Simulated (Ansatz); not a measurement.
Results of r²SCAN+SOC in Ansatz (plane waves, PAW) for rock-salt BaS.

Run with plane-wave cutoff 560 eV, 10×10×10 k mesh, Fermi–Dirac smearing 0.01 eV, PAW data made under PBE.

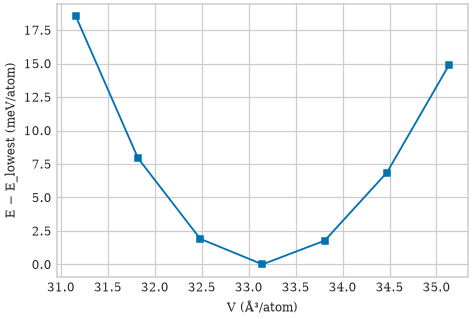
Figure. Total energy against volume

Q: From the curve, estimate the equilibrium volume and the bulk modulus.

A: V0 ≈ 33.1 Å³/atom and B0 ≈ 45 GPa; the fit gives V0 = 33.147 Å³/atom, B0 = 44.5 GPa, B′ = 4.4.

Measured, for comparison: equilibrium volume per atom 32.60 Å³/atom (room temperature, not corrected to a static lattice; as tabulated in Lucero et al. (2012), arXiv:1111.4515). Computed (rounded) less measured: equilibrium volume per atom +1.7 %.

The computed numbers hold no vibrational or temperature effects.

It cost roughly 6 core-minutes of CPU time.

Ansatz is a program for electronic structure.
